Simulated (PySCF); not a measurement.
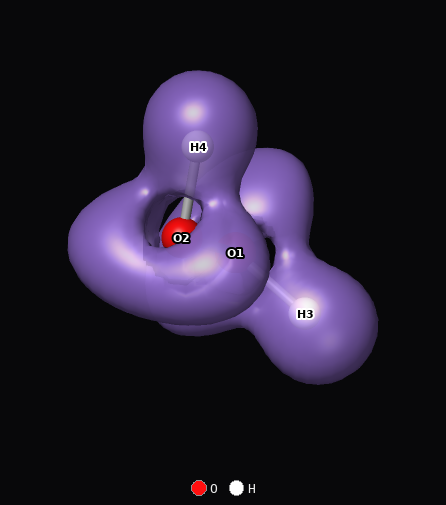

Figure 1: H2O2 (hydrogen peroxide). Isosurface of the ELF at 0.8 (purple), seen at an oblique angle. Core shells and regions of very low density are left out.

Geometry: PBE0-D3(BJ)/def2-SVP.

Method: PySCF 2.14.0, density-fitted response routines, DFT single point, gas phase, functional PBE0.

Where are the electrons localised?

Answer. The surface consists of two joined regions spread over several atoms (H, O), in which their bonds and any lone pairs are merged. Along the contacts the grid gives the following. O–O (1.42 Å): the ELF peaks at about 0.75 between the atoms; a shared electron pair. O–H (0.97 Å): the ELF climbs to about 1 towards the hydrogen, as it does in any bond to H (an ordinary covalent bond to hydrogen).
